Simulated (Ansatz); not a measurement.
# F2H3NSi: the cost of one run

Program: Ansatz 0.2.0, Gaussian basis. Level of theory: PBE0-D4/def2-TZVP structures, single points in def2-TZVPP, no counterpoise correction. These are calculated values, not measurements.

Levels: SPW92, PBE-D4, BLYP-D4, r2SCAN-D4, B97M-V, PBE0-D4, B3LYP-D4, r2SCAN0-D4, BHLYP-D4, CAM-B3LYP-D4, wB97X-V, wB97M-V, B2PLYP, PBE-QIDH, RPA on PBE, Hartree-Fock, MP2, CCSD, CCSD(T).

Cores are frozen in the correlated methods. B3LYP uses VWN-RPA correlation. B2PLYP carries no dispersion term here.

94 further runs of the same task are left out: 94 set aside as unsound or not needed.

### 1 Where the work starts

The complex: 9 atoms, charge 0, spin multiplicity 1.

Atoms are counted from 1 here; the program's logs count them from 0.

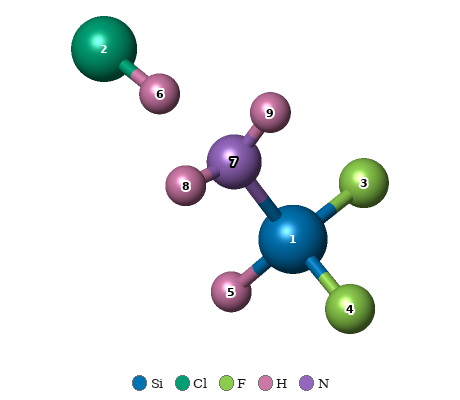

As it starts; silicon blue, chlorine teal, fluorine green, hydrogen pink, nitrogen purple; atoms are numbered from 1 in the order of the file.

Geometry (Å):

```xyz
9

Si   -1.0900    0.1141   -0.3332
Cl    2.9028   -0.4515   -0.9069
F    -1.2971   -1.3769   -0.8139
F    -2.4550    0.5681    0.3340
H    -0.8157    1.0134   -1.4590
H     1.7943   -0.2701   -0.2312
N     0.2231    0.0881    0.7637
H     0.4986    0.9632    1.1893
H     0.2391   -0.6485    1.4572
```

Its parts: F2H3NSi holds atoms 1, 3, 4, 5, 7, 8, 9; HCl holds atoms 2, 6. Each part counts its atoms afresh in its own runs.

### 2 Relaxing F2H3NSi alone

File relax-a/in.yaml:

```yaml
crystal:
  periodic: [false, false, false]
  atoms:
    - {symbol: Si, position_ang: [-1.090024, 0.114142, -0.333202]}
    - {symbol: F, position_ang: [-1.297088, -1.376937, -0.813936]}
    - {symbol: F, position_ang: [-2.455019, 0.568090, 0.334049]}
    - {symbol: H, position_ang: [-0.815688, 1.013395, -1.458988]}
    - {symbol: N, position_ang: [0.223092, 0.088145, 0.763722]}
    - {symbol: H, position_ang: [0.498588, 0.963236, 1.189291]}
    - {symbol: H, position_ang: [0.239136, -0.648550, 1.457198]}
basis:
  gaussian: {orbitals: def2-TZVP}
hamiltonian: {xc: pbe0, dispersion: d4}
relax: {f_tol: 0.005, max_steps: 200}
```

Run with:

```
$ ansatz run in.yaml --threads 4 --pin off --events-out ev --progress --plain --max-ram 9574MiB
```

**Question.** How long does this run take on 4 threads of Arm Neoverse N1, shared host?

About 22 s.
